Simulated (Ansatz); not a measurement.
# C$_{2}$H$_{9}$B$_{2}$N: geometry relaxation (part 2 of 3)

The same run, continued: C$_{2}$H$_{9}$B$_{2}$N; RKS B3LYP-D4/6-31G (Ansatz 0.2.0). It belongs to a series of runs on one base structure; here: end point A relaxed.

Geometry of the input (Å):
```
B  0.0722  1.3780  1.0968
N  -0.8254  0.2496  0.5746
C  -1.3957  0.5458  -0.7715
B  0.0975  -1.0194  0.5642
C  1.3221  -1.2116  -0.3650
H  0.9610  1.8212  0.4717
H  -0.2277  1.9476  2.1108
H  -1.9358  -0.2943  -1.1268
H  -2.0352  1.4429  -0.6661
H  -0.5569  0.7542  -1.4762
H  -0.3154  -1.9322  1.2764
H  2.2137  -1.4176  0.3154
H  1.4771  -0.2563  -0.9441
H  1.1356  -2.0372  -1.0313
```

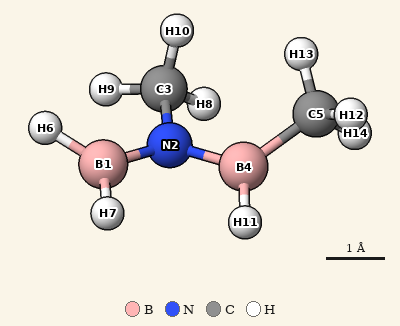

Figure 1. The geometry at step 12 of the log (ball-and-stick view, seen at a tilt; atoms are numbered from 1 in the order of the input).

## Trajectory as extended XYZ, continued
```
14
Properties=species:S:1:pos:R:3:forces:R:3 step=2 energy=-5062.12065
B    -0.0180    1.4551    1.0782   -0.2020  -1.5271   1.4016
N    -0.7951    0.2634    0.5824    1.1012   0.2288  -0.2324
C    -1.3400    0.5550   -0.7892    0.4587   0.4766  -0.3665
B     0.0191   -1.0406    0.5562   -0.5309   0.8782   1.2707
C     1.2784   -1.1981   -0.3589    0.1070   0.3319  -0.3547
H     0.9202    1.8629    0.4559   -0.3880   0.6061  -0.4865
H    -0.1557    1.8301    2.2452    0.0676  -0.2026  -0.7478
H    -1.9158   -0.2979   -1.1281   -0.2587  -0.2025  -0.1612
H    -2.0157    1.4159   -0.7108   -0.0169  -0.1763  -0.1081
H    -0.5759    0.7954   -1.5618   -0.1252  -0.0779   0.2273
H    -0.2615   -1.8970    1.3812    0.1284   0.3161  -0.3714
H     2.1669   -1.4086    0.2755   -0.3595  -0.0394  -0.1171
H     1.5159   -0.3053   -0.9735   -0.1425  -0.3994   0.2029
H     1.1643   -2.0593   -1.0235    0.1609  -0.2124  -0.1567
14
Properties=species:S:1:pos:R:3:forces:R:3 step=3 energy=-5062.46935
B    -0.0309    1.4317    1.1357   -0.0118  -0.4402   0.7017
N    -0.7607    0.2685    0.5844    0.8021   0.3756  -0.6314
C    -1.2781    0.5611   -0.8050    0.0458   0.0651  -0.3951
B     0.0198   -1.0204    0.6027   -0.2387   0.4588   0.7164
C     1.2383   -1.2129   -0.3746   -0.1052  -0.2444  -0.4863
H     0.7864    2.0054    0.4188   -0.8387   0.2150   0.1560
H    -0.1419    1.7546    2.3179    0.3082  -0.4107  -0.6488
H    -1.8586   -0.2998   -1.1532    0.0649   0.0008  -0.0258
H    -1.9789    1.3992   -0.7454    0.0280  -0.0137   0.0512
H    -0.5259    0.8158   -1.5784    0.0377  -0.1189   0.3477
H    -0.2305   -1.8572    1.4415    0.1642   0.2741  -0.0915
H     2.1395   -1.4151    0.2235   -0.0549  -0.0766   0.1975
H     1.4813   -0.3575   -1.0230   -0.2241  -0.0942   0.0932
H     1.1272   -2.1027   -1.0158    0.0224   0.0093   0.0151
14
Properties=species:S:1:pos:R:3:forces:R:3 step=4 energy=-5062.77801
B    -0.0525    1.4154    1.1697    0.2955   0.3708  -0.0150
N    -0.7246    0.2806    0.5565    0.4768   0.3889  -0.6998
C    -1.2438    0.5679   -0.8327   -0.1034  -0.0946  -0.1370
B     0.0290   -0.9956    0.6357   -0.0934   0.0896   0.2246
C     1.2127   -1.2364   -0.3844   -0.1612  -0.4041  -0.2653
H     0.6440    2.1374    0.4013   -1.1047  -0.2010   0.7278
H    -0.0809    1.6417    2.3669    0.3444  -0.4320  -0.4737
H    -1.8219   -0.2993   -1.1806    0.1825   0.0678   0.0042
H    -1.9547    1.3969   -0.7685    0.0896   0.0232   0.0425
H    -0.4872    0.8248   -1.5890    0.1105  -0.0628   0.1965
H    -0.1963   -1.8007    1.4990    0.1698   0.2489   0.1477
H     2.1169   -1.4327    0.2106    0.0137  -0.0614   0.1671
H     1.4481   -0.3926   -1.0432   -0.1752   0.0006   0.0015
H     1.0981   -2.1368   -1.0123   -0.0449   0.0660   0.0788
14
Properties=species:S:1:pos:R:3:forces:R:3 step=5 energy=-5063.09216
B    -0.0767    1.4101    1.1874    0.3880   0.7157  -0.2568
N    -0.6879    0.2981    0.5129    0.2682   0.1643  -0.4801
C    -1.2227    0.5767   -0.8649   -0.0557  -0.0765   0.1241
B     0.0361   -0.9796    0.6497    0.0285   0.0628   0.0742
C     1.1943   -1.2693   -0.3924   -0.1427  -0.3156  -0.0258
H     0.4918    2.2570    0.4285   -1.0508  -0.4284   0.9130
H    -0.0025    1.5219    2.3934    0.2723  -0.3885  -0.4462
H    -1.7910   -0.2969   -1.2068    0.1514   0.0588  -0.0460
H    -1.9348    1.4032   -0.7875    0.1080   0.0162  -0.0443
H    -0.4565    0.8322   -1.6025    0.1094   0.0050  -0.0129
H    -0.1518   -1.7296    1.5670    0.1221   0.2781   0.1610
H     2.1009   -1.4533    0.2095   -0.0404  -0.0410   0.0257
H     1.4146   -0.4269   -1.0578   -0.0996  -0.0404  -0.0356
H     1.0732   -2.1729   -1.0076   -0.0586  -0.0105   0.0497
14
Properties=species:S:1:pos:R:3:forces:R:3 step=6 energy=-5063.38790
B    -0.0975    1.4117    1.1946    0.2870   0.6611  -0.0111
N    -0.6478    0.3131    0.4735   -0.0118   0.2025  -0.2676
C    -1.2027    0.5832   -0.8892    0.0672   0.0069   0.1599
B     0.0511   -0.9553    0.6589    0.1527  -0.2179   0.0342
C     1.1800   -1.3025   -0.3988   -0.0702  -0.1247   0.1280
H     0.3330    2.3484    0.4947   -0.7804  -0.3227   0.7058
H     0.0706    1.4180    2.3944    0.1800  -0.3049  -0.4480
H    -1.7610   -0.2943   -1.2269    0.0784   0.0059  -0.0865
H    -1.9134    1.4090   -0.8037    0.0858   0.0178  -0.0846
H    -0.4337    0.8394   -1.6211    0.0670   0.0257  -0.1130
H    -0.1166   -1.6508    1.6250    0.1256   0.3241   0.0816
H     2.0916   -1.4752    0.2021   -0.0567  -0.0553  -0.0710
H     1.3898   -0.4648   -1.0759   -0.0475  -0.1147  -0.0478
H     1.0436   -2.2093   -0.9985   -0.0773  -0.1039   0.0202
14
Properties=species:S:1:pos:R:3:forces:R:3 step=8 energy=-5063.82131
B    -0.1800    1.4251    1.2473    0.1016   0.9613   0.4390
N    -0.5885    0.3441    0.4528   -0.0966  -0.4933  -0.5715
C    -1.1187    0.6030   -0.9157    0.0414  -0.0204  -0.0061
B     0.1200   -0.9073    0.6842    0.2635  -0.0917   0.0597
C     1.1427   -1.3775   -0.4349   -0.0969  -0.0285   0.1149
H     0.0080    2.4835    0.6692   -0.3848  -0.2264   0.4237
H     0.0595    1.3192    2.4206    0.1406  -0.1759  -0.2661
H    -1.6588   -0.2800   -1.2706    0.0519   0.0229  -0.0245
H    -1.8289    1.4294   -0.8642    0.0485   0.0603  -0.0367
H    -0.3311    0.8482   -1.6351    0.0100   0.0385  -0.0191
H     0.0514   -1.4647    1.7504    0.0846   0.2744  -0.1239
H     2.1063   -1.5536    0.0741   -0.0992  -0.0916  -0.0593
H     1.3089   -0.5910   -1.1853   -0.0234  -0.1839  -0.0036
H     0.8962   -2.3075   -0.9638   -0.0410  -0.0458   0.0735
14
Properties=species:S:1:pos:R:3:forces:R:3 step=9 energy=-5064.00224
B    -0.2601    1.4481    1.2792    0.1075   0.5766   0.1456
N    -0.5428    0.3493    0.4331   -0.0349  -0.0100  -0.0975
C    -1.0821    0.6161   -0.9282    0.1282  -0.0509  -0.0099
B     0.2131   -0.8610    0.7004   -0.0288  -0.2298  -0.1240
C     1.1405   -1.4289   -0.4526    0.0805  -0.1425   0.2111
H    -0.1716    2.5380    0.7382   -0.3514  -0.2858   0.4221
H    -0.0016    1.3083    2.4430    0.0626  -0.0907  -0.2305
H    -1.6013   -0.2736   -1.2964    0.0526   0.0281  -0.0410
H    -1.8053    1.4323   -0.8685    0.0544  -0.0002  -0.0220
H    -0.2961    0.8923   -1.6389   -0.0030  -0.0101  -0.0426
H     0.1865   -1.3449    1.8048    0.1538   0.2881  -0.1731
H     2.1091   -1.7173   -0.0015   -0.1955   0.0315  -0.1448
H     1.3286   -0.6586   -1.2143    0.0425  -0.1839  -0.0134
H     0.7701   -2.3295   -0.9692   -0.0684   0.0794   0.1199
14
Properties=species:S:1:pos:R:3:forces:R:3 step=10 energy=-5064.12786
B    -0.2802    1.4572    1.3014   -0.2463   0.0460  -0.2150
N    -0.5237    0.3601    0.4145    0.0598   0.4335   0.2035
C    -1.0596    0.6278   -0.9450    0.0272  -0.0094   0.0009
B     0.2218   -0.8511    0.6819    0.4279   0.0507   0.1288
C     1.1361   -1.4612   -0.4531   -0.1207  -0.2001  -0.0032
H    -0.3364    2.5755    0.8352   -0.1628  -0.2865   0.2605
H     0.0346    1.2714    2.4381    0.0555  -0.0544  -0.0992
H    -1.5789   -0.2608   -1.3144    0.0247   0.0241  -0.0523
H    -1.7798    1.4463   -0.8868    0.0346   0.0114  -0.0406
H    -0.2746    0.9000   -1.6583    0.0263  -0.0101  -0.0170
H     0.2670   -1.2488    1.8165    0.0124   0.0954  -0.1764
H     2.1010   -1.7671   -0.0190   -0.1219  -0.0095  -0.0218
H     1.3362   -0.7204   -1.2395    0.0035  -0.1251  -0.0308
H     0.7236   -2.3581   -0.9426   -0.0202   0.0339   0.0626
14
Properties=species:S:1:pos:R:3:forces:R:3 step=11 energy=-5064.25121
B    -0.3452    1.4676    1.3390   -0.1939   0.0519  -0.1759
N    -0.4910    0.3961    0.4049    0.1885   0.0539   0.0731
C    -1.0226    0.6488   -0.9586    0.0452   0.0411   0.0093
B     0.2942   -0.7922    0.6754    0.2833   0.0363   0.0060
C     1.1206   -1.5099   -0.4696   -0.1329  -0.0814   0.0068
H    -0.4901    2.5979    0.9369   -0.1283  -0.2312   0.2102
H    -0.0232    1.2238    2.4619    0.0280   0.0749  -0.0643
H    -1.5092   -0.2544   -1.3406    0.0469   0.0518  -0.0147
H    -1.7658    1.4469   -0.9114    0.0188   0.0193  -0.0321
H    -0.2331    0.9464   -1.6582   -0.0037  -0.0243  -0.0094
H     0.4050   -1.1045    1.8287    0.0408  -0.0165  -0.1441
H     2.0920   -1.8470   -0.0806   -0.0790   0.0107   0.0534
H     1.3169   -0.8369   -1.3158   -0.0420  -0.0669  -0.0124
H     0.6387   -2.4120   -0.8832   -0.0715   0.0804   0.0941
14
Properties=species:S:1:pos:R:3:forces:R:3 step=12 energy=-5064.34415
B    -0.4076    1.4707    1.3648   -0.1325   0.0195  -0.1714
N    -0.4391    0.4150    0.3973    0.0890   0.2137   0.2439
C    -0.9706    0.6693   -0.9659    0.0387  -0.0377  -0.0299
B     0.3586   -0.7621    0.6705    0.2134   0.0619  -0.1533
C     1.0976   -1.5446   -0.4868   -0.1019  -0.0615   0.0350
H    -0.6739    2.5951    1.0158   -0.0830  -0.2489   0.1110
H    -0.0628    1.2323    2.4812    0.0040   0.0309  -0.0457
H    -1.4568   -0.2326   -1.3515    0.0396   0.0384  -0.0085
H    -1.7119    1.4690   -0.9270    0.0216   0.0292   0.0044
H    -0.1777    0.9612   -1.6634    0.0084  -0.0109  -0.0088
H     0.5301   -1.0365    1.8233    0.0094  -0.0204  -0.0902
H     2.0809   -1.8829   -0.1346   -0.0192  -0.0240   0.0174
H     1.2545   -0.9282   -1.3830   -0.0460  -0.0619   0.0180
H     0.5658   -2.4548   -0.8117   -0.0414   0.0718   0.0781
14
Properties=species:S:1:pos:R:3:forces:R:3 step=13 energy=-5064.41464
B    -0.4695    1.4637    1.3911   -0.0838   0.0473  -0.1120
N    -0.3908    0.4421    0.3930    0.0182   0.1369   0.0989
C    -0.9202    0.6922   -0.9742    0.0118  -0.0025  -0.0294
B     0.4204   -0.7263    0.6543    0.1765   0.0194   0.0024
C     1.0800   -1.5721   -0.4968   -0.0426  -0.0248  -0.0343
H    -0.8587    2.5617    1.0844   -0.0400  -0.2094   0.0726
H    -0.1022    1.2249    2.5000   -0.0129   0.0289  -0.0368
H    -1.4492   -0.1930   -1.3445    0.0492   0.0417   0.0236
H    -1.6235    1.5272   -0.9483    0.0415   0.0061  -0.0008
H    -0.1165    0.9315   -1.6807   -0.0205  -0.0049   0.0309
H     0.6454   -0.9737    1.8035   -0.0139  -0.0041  -0.0569
H     2.0837   -1.8998   -0.1936   -0.0474  -0.0147   0.0039
H     1.1723   -1.0153   -1.4380   -0.0081  -0.0626  -0.0242
H     0.5159   -2.4925   -0.7212   -0.0280   0.0427   0.0622
14
Properties=species:S:1:pos:R:3:forces:R:3 step=14 energy=-5064.46453
B    -0.5317    1.4503    1.4129   -0.0162   0.0266  -0.1062
N    -0.3436    0.4694    0.3886    0.0079   0.1228   0.0929
C    -0.8703    0.7187   -0.9794   -0.0082  -0.0052  -0.0257
B     0.4893   -0.6851    0.6403    0.1018  -0.0458  -0.0238
C     1.0635   -1.5955   -0.5078   -0.0376   0.0125  -0.0075
H    -1.0426    2.5022    1.1357   -0.0161  -0.1494   0.0536
H    -0.1406    1.2250    2.5155   -0.0249   0.0099  -0.0165
H    -1.4321   -0.1510   -1.3364    0.0350   0.0145   0.0051
H    -1.5414    1.5790   -0.9625    0.0237   0.0168  -0.0090
H    -0.0597    0.9177   -1.6893   -0.0163   0.0012   0.0234
H     0.7605   -0.9064    1.7843    0.0019   0.0090  -0.0459
H     2.0755   -1.9367   -0.2541   -0.0248  -0.0123   0.0079
H     1.1018   -1.1070   -1.4894   -0.0104  -0.0305   0.0011
H     0.4585   -2.5098   -0.6294   -0.0157   0.0301   0.0506
14
Properties=species:S:1:pos:R:3:forces:R:3 step=15 energy=-5064.48897
B    -0.5685    1.4329    1.4238   -0.1589  -0.0164  -0.0217
N    -0.2995    0.4961    0.3796    0.0768   0.1122   0.0588
C    -0.8266    0.7456   -0.9889   -0.0069   0.0037   0.0743
B     0.5539   -0.6478    0.6211   -0.0703   0.1529   0.0015
C     1.0378   -1.6108   -0.5139    0.0111  -0.1094  -0.0042
H    -1.2151    2.4162    1.1895    0.0648  -0.0710  -0.0035
H    -0.1570    1.2209    2.5197    0.0311   0.0036   0.0145
H    -1.3743   -0.1280   -1.3491   -0.0714  -0.0267  -0.0316
H    -1.4956    1.6078   -0.9758   -0.0158  -0.0283   0.0061
H    -0.0157    0.9471   -1.6917    0.0986   0.0275  -0.0571
H     0.8767   -0.8388    1.7555    0.0097   0.0032  -0.0122
H     2.0431   -1.9819   -0.2845    0.0364  -0.0596  -0.0397
H     1.0447   -1.1879   -1.5264   -0.0470  -0.0249   0.0545
H     0.3831   -2.5007   -0.5299    0.0417   0.0332  -0.0397
14
Properties=species:S:1:pos:R:3:forces:R:3 step=16 energy=-5064.45233 accepted=F
B    -0.6779    1.3765    1.4557    0.8647   0.2881  -0.4153
N    -0.2478    0.5329    0.3688   -0.3479   0.1118   0.3395
C    -0.7711    0.7824   -1.0017    0.0391  -0.0089  -0.0046
B     0.6328   -0.5938    0.5997   -0.1776   0.0134  -0.0017
C     1.0081   -1.6403   -0.5125   -0.0608  -0.1760  -0.0552
H    -1.3560    2.3453    1.2329   -0.1493  -0.3264   0.0420
H    -0.1802    1.2138    2.5290   -0.2696  -0.1381   0.0164
H    -1.2891   -0.1032   -1.3830   -0.0400   0.0328  -0.0171
H    -1.4650    1.6246   -0.9840   -0.0117  -0.0282  -0.0091
H     0.0460    1.0197   -1.6914    0.0001  -0.0028   0.0161
H     1.0165   -0.7451    1.7231    0.0085   0.0091  -0.0597
H     2.0196   -2.0376   -0.3466   -0.0934  -0.0200  -0.0355
H     0.9375   -1.2959   -1.5580   -0.0299  -0.0442   0.2510
H     0.3138   -2.5084   -0.4033    0.2679   0.2893  -0.0668
14
Properties=species:S:1:pos:R:3:forces:R:3 step=17 energy=-5064.49736
B    -0.5968    1.4158    1.4324   -0.0265   0.0225  -0.0269
N    -0.2731    0.5181    0.3714    0.0129  -0.0147   0.0438
C    -0.8021    0.7622   -0.9961    0.0102   0.0132   0.0067
B     0.5850   -0.6199    0.6157    0.0169  -0.0234  -0.0378
C     1.0274   -1.6245   -0.5071    0.0063   0.0011  -0.0010
H    -1.2841    2.3693    1.2089    0.0003  -0.0104   0.0149
H    -0.1709    1.2017    2.5227   -0.0128   0.0205   0.0178
H    -1.3491   -0.1125   -1.3600   -0.0222  -0.0041  -0.0021
H    -1.4773    1.6195   -0.9819    0.0053  -0.0083  -0.0105
H     0.0126    0.9675   -1.6971    0.0119   0.0202  -0.0182
H     0.9314   -0.7857    1.7462    0.0234  -0.0077   0.0006
H     2.0364   -2.0130   -0.3177   -0.0347   0.0190  -0.0102
H     0.9897   -1.2265   -1.5285    0.0101  -0.0167   0.0226
H     0.3580   -2.5013   -0.4799   -0.0012  -0.0112   0.0004
14
Properties=species:S:1:pos:R:3:forces:R:3 step=18 energy=-5064.49872
B    -0.6093    1.4124    1.4341   -0.0026   0.0135   0.0253
N    -0.2648    0.5216    0.3739    0.0007   0.0029  -0.0252
C    -0.7910    0.7700   -0.9953   -0.0138   0.0004  -0.0115
B     0.5964   -0.6160    0.6100    0.0185  -0.0227   0.0222
C     1.0212   -1.6322   -0.5087   -0.0110   0.0231   0.0011
H    -1.3130    2.3534    1.2099    0.0008  -0.0100  -0.0024
H    -0.1899    1.2101    2.5299    0.0032  -0.0086  -0.0041
H    -1.3456   -0.1002   -1.3603    0.0077   0.0031  -0.0034
H    -1.4618    1.6306   -0.9818    0.0044   0.0008   0.0014
H     0.0251    0.9741   -1.6959    0.0009  -0.0042  -0.0004
H     0.9630   -0.7800    1.7351   -0.0043   0.0139   0.0067
H     2.0347   -2.0123   -0.3320   -0.0033  -0.0018   0.0005
H     0.9655   -1.2495   -1.5339   -0.0040  -0.0044  -0.0103
H     0.3565   -2.5114   -0.4561    0.0028  -0.0059  -0.0001
14
Properties=species:S:1:pos:R:3:forces:R:3 step=20 energy=-5064.49914
B    -0.6158    1.4059    1.4367    0.0026  -0.0048  -0.0088
N    -0.2602    0.5252    0.3706    0.0013   0.0084   0.0076
C    -0.7832    0.7777   -0.9995    0.0067  -0.0078   0.0014
B     0.6017   -0.6118    0.6088   -0.0144   0.0016  -0.0110
C     1.0155   -1.6353   -0.5069   -0.0006  -0.0042  -0.0065
H    -1.3309    2.3388    1.2172   -0.0025   0.0041   0.0000
H    -0.1951    1.1997    2.5310    0.0005  -0.0021  -0.0005
H    -1.3429   -0.0882   -1.3666    0.0002   0.0015   0.0016
H    -1.4469    1.6436   -0.9865   -0.0011   0.0025   0.0004
H     0.0363    0.9753   -1.6982   -0.0026   0.0005   0.0025
H     0.9733   -0.7670    1.7333    0.0030  -0.0046   0.0018
H     2.0380   -1.9995   -0.3478   -0.0003  -0.0004  -0.0016
H     0.9314   -1.2696   -1.5367   -0.0003   0.0002   0.0086
H     0.3659   -2.5241   -0.4266    0.0075   0.0050   0.0047
14
Properties=species:S:1:pos:R:3:forces:R:3 step=21 energy=-5064.49923
B    -0.6192    1.4034    1.4374    0.0115  -0.0013  -0.0098
N    -0.2590    0.5267    0.3697   -0.0067  -0.0043   0.0077
C    -0.7791    0.7817   -1.0010    0.0059  -0.0024   0.0046
B     0.6006   -0.6123    0.6082    0.0012   0.0207  -0.0087
C     1.0129   -1.6372   -0.5063   -0.0077  -0.0180  -0.0159
H    -1.3358    2.3354    1.2190   -0.0041   0.0041   0.0002
H    -0.1998    1.1952    2.5319   -0.0019  -0.0017   0.0003
H    -1.3431   -0.0812   -1.3689   -0.0003   0.0015   0.0017
H    -1.4381    1.6512   -0.9887   -0.0012   0.0003  -0.0002
H     0.0422    0.9750   -1.6986   -0.0024  -0.0002   0.0022
H     0.9760   -0.7652    1.7319   -0.0057  -0.0098   0.0009
H     2.0424   -1.9866   -0.3583   -0.0045   0.0040  -0.0017
H     0.9098   -1.2804   -1.5377    0.0025  -0.0060   0.0176
H     0.3774   -2.5349   -0.4097    0.0136   0.0132   0.0011
```
